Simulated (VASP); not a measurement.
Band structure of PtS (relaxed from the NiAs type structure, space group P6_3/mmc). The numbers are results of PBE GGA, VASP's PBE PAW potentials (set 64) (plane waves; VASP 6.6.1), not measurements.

Unless said otherwise, spin-orbit coupling is left out, though it shifts the bands of the heavy elements here.

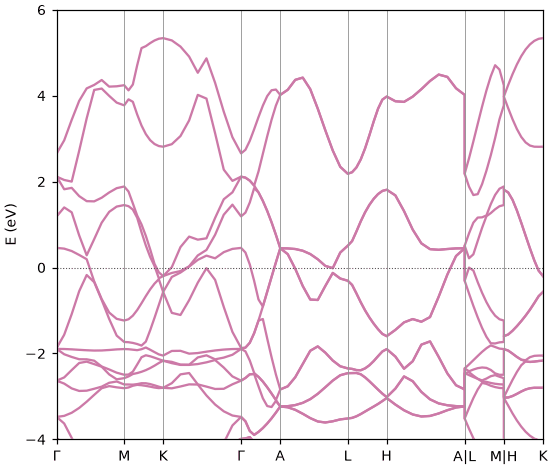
Bands along high-symmetry lines, zero at the valence-band maximum or, without a gap, the Fermi level

**Question.** Read the plot: is there a gap, and where are the band edges?

**Answer.** It has no gap at this level: it comes out as a metal or semimetal. (Edges off the drawn lines would not show.)

The structure was generated: PtS was put into the NiAs type type (P6_3/mmc), which need not be its known phase. It was relaxed first.
